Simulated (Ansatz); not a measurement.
## C₂H₇GeOP: geometry relaxation (part 3 of 3)

Continued. System: C₂H₇GeOP. Method: RKS LDA/def2-SVP (Ansatz 0.2.0). It belongs to a series of runs on one base structure; here: end point B relaxed.

Geometry of the input (Å):
```
C  -0.2501  1.6260  1.8105
C  -0.2501  0.4621  1.2341
Ge -0.6130  0.2425  -0.6612
O  0.9607  -0.3875  -1.4559
P  0.6902  -0.0518  -3.1508
H  -0.5345  2.5669  1.2077
H  -0.0773  1.7855  2.8642
H  0.0333  -0.3880  1.8303
H  -0.9374  1.6298  -1.2302
H  -1.7753  -0.7218  -0.8316
H  1.2887  1.2410  -3.1383
H  1.8870  -0.7849  -3.5286
```

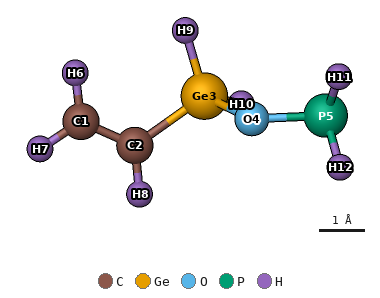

**Figure 1.** The geometry at step 28 of the log (ball-and-stick view, seen at a tilt; atoms are numbered from 1 in the order of the input).

### Trajectory as extended XYZ, continued
```
12
Properties=species:S:1:pos:R:3:forces:R:3 step=23 energy=-69872.47159
C    -0.3520    1.5601    1.9715   -0.0128  -0.0048   0.0074
C    -0.1451    0.5019    1.1794   -0.0053   0.0020  -0.0010
Ge   -0.6760    0.5378   -0.6584   -0.0034   0.0001   0.0068
O     0.8238    0.3339   -1.6154   -0.0188  -0.0060  -0.0063
P     0.7832   -0.3383   -3.1372    0.0421   0.0117   0.0041
H    -0.8219    2.4867    1.5875    0.0131   0.0038  -0.0026
H    -0.0680    1.5610    3.0409   -0.0021   0.0002  -0.0017
H     0.3275   -0.4123    1.5868    0.0104   0.0011  -0.0018
H    -1.2889    1.9272   -0.9669    0.0043   0.0016  -0.0001
H    -1.6237   -0.6178   -1.0678    0.0037  -0.0022  -0.0044
H     1.4181    0.7339   -3.8875   -0.0113  -0.0163   0.0034
H     2.0451   -1.0544   -3.0826   -0.0200   0.0087  -0.0037
12
Properties=species:S:1:pos:R:3:forces:R:3 step=24 energy=-69872.47175
C    -0.3522    1.5586    1.9722    0.0023   0.0012   0.0008
C    -0.1470    0.5009    1.1790   -0.0057   0.0004  -0.0001
Ge   -0.6769    0.5400   -0.6591    0.0006   0.0022   0.0047
O     0.8229    0.3382   -1.6163   -0.0136  -0.0056  -0.0091
P     0.7863   -0.3458   -3.1329    0.0140   0.0046   0.0122
H    -0.8158    2.4882    1.5878    0.0019   0.0014   0.0000
H    -0.0683    1.5579    3.0417   -0.0031  -0.0006   0.0005
H     0.3241   -0.4144    1.5855    0.0053  -0.0022   0.0000
H    -1.2878    1.9306   -0.9655    0.0014   0.0004   0.0005
H    -1.6233   -0.6153   -1.0722    0.0016  -0.0003  -0.0025
H     1.4046    0.7274   -3.8939   -0.0006  -0.0051  -0.0027
H     2.0556   -1.0464   -3.0760   -0.0042   0.0034  -0.0043
12
Properties=species:S:1:pos:R:3:forces:R:3 step=25 energy=-69872.47190
C    -0.3499    1.5562    1.9734    0.0043   0.0040  -0.0044
C    -0.1516    0.4986    1.1784    0.0005  -0.0016   0.0019
Ge   -0.6785    0.5453   -0.6604    0.0035   0.0025   0.0001
O     0.8208    0.3482   -1.6192   -0.0082  -0.0099  -0.0229
P     0.7927   -0.3636   -3.1234    0.0094   0.0104   0.0239
H    -0.8047    2.4904    1.5896   -0.0032  -0.0016   0.0020
H    -0.0676    1.5516    3.0432   -0.0012  -0.0007   0.0015
H     0.3137   -0.4204    1.5835   -0.0006  -0.0018   0.0000
H    -1.2866    1.9382   -0.9615   -0.0010  -0.0006   0.0011
H    -1.6230   -0.6087   -1.0816   -0.0014   0.0017   0.0006
H     1.3756    0.7116   -3.9095    0.0006  -0.0055   0.0004
H     2.0812   -1.0275   -3.0623   -0.0026   0.0032  -0.0041
12
Properties=species:S:1:pos:R:3:forces:R:3 step=26 energy=-69872.47197
C    -0.3478    1.5525    1.9754    0.0043   0.0022  -0.0090
C    -0.1552    0.4966    1.1767    0.0024  -0.0014   0.0033
Ge   -0.6798    0.5535   -0.6627    0.0036   0.0042  -0.0008
O     0.8183    0.3608   -1.6237   -0.0066  -0.0190  -0.0423
P     0.8011   -0.3872   -3.1111    0.0242   0.0285   0.0368
H    -0.7957    2.4910    1.5941   -0.0064  -0.0010   0.0032
H    -0.0672    1.5421    3.0456    0.0010  -0.0001   0.0027
H     0.3047   -0.4264    1.5788   -0.0030  -0.0029   0.0006
H    -1.2843    1.9494   -0.9567   -0.0014  -0.0016   0.0014
H    -1.6245   -0.5973   -1.0922   -0.0023   0.0017   0.0024
H     1.3395    0.6889   -3.9292   -0.0026  -0.0188   0.0091
H     2.1131   -1.0041   -3.0448   -0.0132   0.0082  -0.0074
12
Properties=species:S:1:pos:R:3:forces:R:3 step=27 energy=-69872.47203
C    -0.3484    1.5523    1.9758    0.0023   0.0004  -0.0065
C    -0.1541    0.4972    1.1763    0.0014  -0.0004   0.0022
Ge   -0.6794    0.5542   -0.6628    0.0014   0.0036   0.0015
O     0.8184    0.3609   -1.6242   -0.0061  -0.0149  -0.0342
P     0.8008   -0.3869   -3.1113    0.0139   0.0204   0.0300
H    -0.7990    2.4899    1.5954   -0.0040   0.0005   0.0022
H    -0.0675    1.5417    3.0459    0.0005   0.0001   0.0022
H     0.3073   -0.4254    1.5777   -0.0011  -0.0027   0.0005
H    -1.2842    1.9500   -0.9568   -0.0004  -0.0011   0.0011
H    -1.6252   -0.5962   -1.0911   -0.0009   0.0009   0.0007
H     1.3419    0.6874   -3.9290   -0.0019  -0.0087   0.0035
H     2.1116   -1.0053   -3.0456   -0.0053   0.0019  -0.0033
12
Properties=species:S:1:pos:R:3:forces:R:3 step=28 energy=-69872.47211
C    -0.3494    1.5496    1.9777   -0.0004  -0.0031  -0.0027
C    -0.1525    0.4980    1.1744   -0.0010   0.0012   0.0008
Ge   -0.6789    0.5602   -0.6644   -0.0024   0.0022   0.0050
O     0.8170    0.3681   -1.6285   -0.0040  -0.0060  -0.0179
P     0.8042   -0.3964   -3.1062   -0.0012   0.0070   0.0147
H    -0.8041    2.4868    1.6013    0.0005   0.0025   0.0007
H    -0.0679    1.5358    3.0476   -0.0007   0.0003   0.0009
H     0.3107   -0.4252    1.5723    0.0022  -0.0013   0.0003
H    -1.2828    1.9571   -0.9545    0.0011  -0.0006   0.0008
H    -1.6269   -0.5881   -1.0937    0.0014  -0.0005  -0.0016
H     1.3312    0.6732   -3.9381    0.0011   0.0009  -0.0013
H     2.1215   -0.9993   -3.0378    0.0035  -0.0028   0.0003
12
Properties=species:S:1:pos:R:3:forces:R:3 step=29 energy=-69872.47219
C    -0.3505    1.5455    1.9806   -0.0001  -0.0049   0.0000
C    -0.1509    0.4986    1.1716   -0.0007   0.0025  -0.0004
Ge   -0.6793    0.5691   -0.6665   -0.0020   0.0018   0.0047
O     0.8138    0.3809   -1.6358   -0.0021   0.0009  -0.0061
P     0.8092   -0.4115   -3.0979    0.0018   0.0024   0.0005
H    -0.8077    2.4836    1.6095    0.0004   0.0008   0.0004
H    -0.0694    1.5264    3.0506    0.0003   0.0012  -0.0018
H     0.3153   -0.4254    1.5642   -0.0002   0.0001   0.0008
H    -1.2820    1.9677   -0.9499    0.0011  -0.0003   0.0009
H    -1.6284   -0.5770   -1.0994    0.0021  -0.0012  -0.0016
H     1.3144    0.6508   -3.9528   -0.0016   0.0006   0.0005
H     2.1377   -0.9888   -3.0239    0.0010  -0.0039   0.0021
12
Properties=species:S:1:pos:R:3:forces:R:3 step=30 energy=-69872.47215 accepted=F
C    -0.3535    1.5363    1.9866    0.0127  -0.0047  -0.0013
C    -0.1477    0.5000    1.1654   -0.0080   0.0042   0.0031
Ge   -0.6803    0.5878   -0.6710   -0.0009  -0.0027  -0.0009
O     0.8063    0.4104   -1.6518    0.0007  -0.0081  -0.0235
P     0.8195   -0.4405   -3.0813    0.0231   0.0295   0.0091
H    -0.8173    2.4758    1.6270    0.0030  -0.0046  -0.0001
H    -0.0684    1.5078    3.0555   -0.0070  -0.0011  -0.0044
H     0.3245   -0.4259    1.5468    0.0007   0.0070  -0.0004
H    -1.2818    1.9896   -0.9395   -0.0002  -0.0017   0.0012
H    -1.6297   -0.5553   -1.1120    0.0009  -0.0007  -0.0007
H     1.2824    0.6048   -3.9833   -0.0042  -0.0285   0.0239
H     2.1680   -0.9710   -2.9921   -0.0208   0.0114  -0.0060
12
Properties=species:S:1:pos:R:3:forces:R:3 step=31 energy=-69872.47224
C    -0.3502    1.5411    1.9831   -0.0101  -0.0066   0.0039
C    -0.1491    0.4992    1.1681    0.0021   0.0017  -0.0012
Ge   -0.6806    0.5787   -0.6688    0.0015   0.0008   0.0008
O     0.8089    0.3992   -1.6451   -0.0020  -0.0016  -0.0093
P     0.8136   -0.4251   -3.0895    0.0125   0.0112   0.0024
H    -0.8116    2.4797    1.6183    0.0045  -0.0005  -0.0009
H    -0.0692    1.5163    3.0531    0.0042   0.0022  -0.0032
H     0.3202   -0.4258    1.5549   -0.0016   0.0021   0.0004
H    -1.2845    1.9784   -0.9433   -0.0011  -0.0009   0.0009
H    -1.6277   -0.5673   -1.1067    0.0007   0.0001   0.0001
H     1.3011    0.6266   -3.9685   -0.0033  -0.0098   0.0077
H     2.1512   -0.9812   -3.0051   -0.0075   0.0013  -0.0015
12
Properties=species:S:1:pos:R:3:forces:R:3 step=32 energy=-69872.47220 accepted=F
C    -0.3537    1.5336    1.9873    0.0246   0.0044  -0.0049
C    -0.1468    0.4999    1.1632   -0.0072   0.0029   0.0039
Ge   -0.6824    0.5917   -0.6723    0.0003  -0.0026  -0.0007
O     0.8025    0.4238   -1.6577   -0.0041  -0.0153  -0.0297
P     0.8196   -0.4420   -3.0785    0.0282   0.0377   0.0151
H    -0.8176    2.4742    1.6302   -0.0027  -0.0098   0.0016
H    -0.0655    1.5039    3.0554   -0.0102  -0.0032  -0.0031
H     0.3285   -0.4257    1.5416   -0.0028   0.0068  -0.0007
H    -1.2894    1.9922   -0.9347    0.0002  -0.0016   0.0006
H    -1.6279   -0.5538   -1.1151    0.0013  -0.0001  -0.0008
H     1.2872    0.5942   -3.9883   -0.0081  -0.0270   0.0228
H     2.1676   -0.9723   -2.9809   -0.0195   0.0078  -0.0042
12
Properties=species:S:1:pos:R:3:forces:R:3 step=33 energy=-69872.47229
C    -0.3511    1.5383    1.9843    0.0054   0.0006   0.0000
C    -0.1482    0.4994    1.1660   -0.0028   0.0003   0.0007
Ge   -0.6819    0.5833   -0.6702    0.0003  -0.0009   0.0010
O     0.8058    0.4107   -1.6505   -0.0036  -0.0008  -0.0062
P     0.8151   -0.4290   -3.0859    0.0131   0.0111  -0.0005
H    -0.8134    2.4776    1.6223    0.0012  -0.0034   0.0000
H    -0.0662    1.5122    3.0532   -0.0027  -0.0008  -0.0017
H     0.3232   -0.4259    1.5498   -0.0004   0.0034  -0.0005
H    -1.2893    1.9824   -0.9392   -0.0002  -0.0008   0.0004
H    -1.6266   -0.5640   -1.1101    0.0007   0.0002  -0.0003
H     1.3004    0.6154   -3.9750   -0.0031  -0.0117   0.0093
H     2.1542   -0.9806   -2.9944   -0.0079   0.0028  -0.0022
```

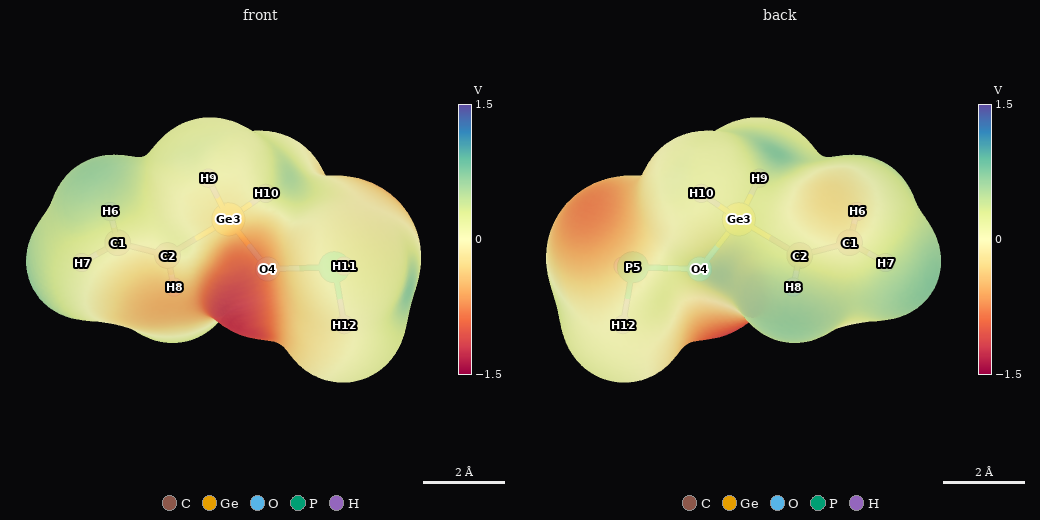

**Figure 2.** The electrostatic potential painted on the density surface at 0.001 e/bohr³, seen at a tilt and from behind; red is negative and blue positive.

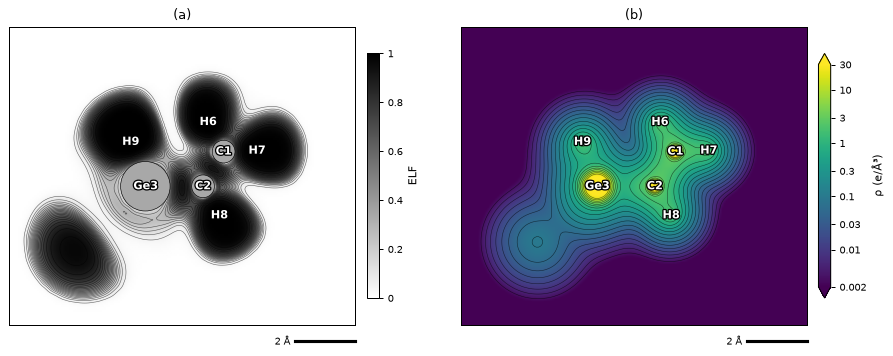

**Figure 3.** (a) ELF; (b) total electron density on the plane of atoms C2, C1 and H7. Grey discs, where drawn, cover atomic cores. Atoms in the plane: C, Ge and H. C–C (1.34 Å): ρ at the midpoint is about 2.2 e/Å³; the ELF peaks at about 0.95 between the atoms; a multiple bond by its length, whose ELF region spreads away from the axis. C–Ge (1.91 Å): ρ at the midpoint is about 0.94 e/Å³; the ELF peaks at about 0.95 in the valence shell of C, 0.7 Å from its nucleus, and is about 0.70 at the midpoint. C–H (1.11 Å): ρ at the midpoint is about 1.9 e/Å³; the ELF climbs to about 1 towards the hydrogen, as it does in any bond to H (a covalent bond by its length). Ge–H (1.55 Å): ρ at the midpoint is about 1 e/Å³, with its minimum of 0.88 e/Å³ about 0.9 Å from Ge; the ELF climbs to about 1 towards the hydrogen.

### Key numbers

- outcome: converged
- total energy: −69872.4723 eV
- mean-field energy: −69872.4723 eV
- largest force (length of the vector) at the end: 0.017 eV/Å
- wall time: 65 s (CPU time 2.1 min)
- peak memory: 0.18 GiB
